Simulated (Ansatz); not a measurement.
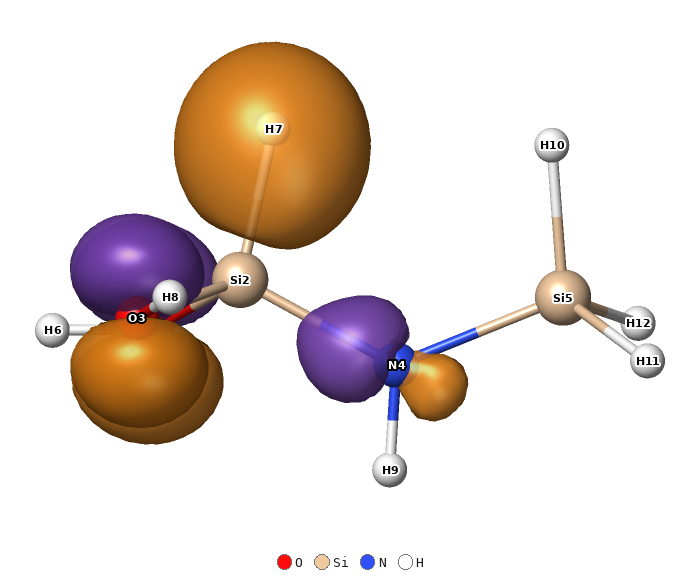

H7NO2Si2 (SMILES O[SiH](O)N[SiH3]). The HOMO−1 at ±0.15 Å⁻³ᐟ² (orange and purple are the two phases), seen from one side.

Geometry: PBE0-D4/def2-TZVP.

Theory: Ansatz, RKS PBE0-D4/def2-TZVPP.

```
atom    x (Å)    y (Å)    z (Å)
   O  -1.1672   1.7519   1.1014
  Si   0.0637   0.7108   0.8246
   O   0.4662   0.1645   2.3231
   N  -0.4649  -0.5095  -0.2473
  Si   0.1686  -0.9610  -1.7898
   H  -1.1871   2.1592   1.9690
   H   1.2291   1.3547   0.1758
   H   1.1822  -0.4684   2.3870
   H  -1.3242  -0.9707   0.0246
   H   1.4569  -0.2484  -1.9727
   H   0.4040  -2.4294  -1.8554
   H  -0.7504  -0.6090  -2.9063
```

What is the character of this orbital?

Its weight (Hirshfeld) is mainly on O1 (about 25 %), H7 (about 25 %), O3 (about 20 %), Si2 (about 20 %) and N4 (about 5 %). Its energy is −8.88 eV.
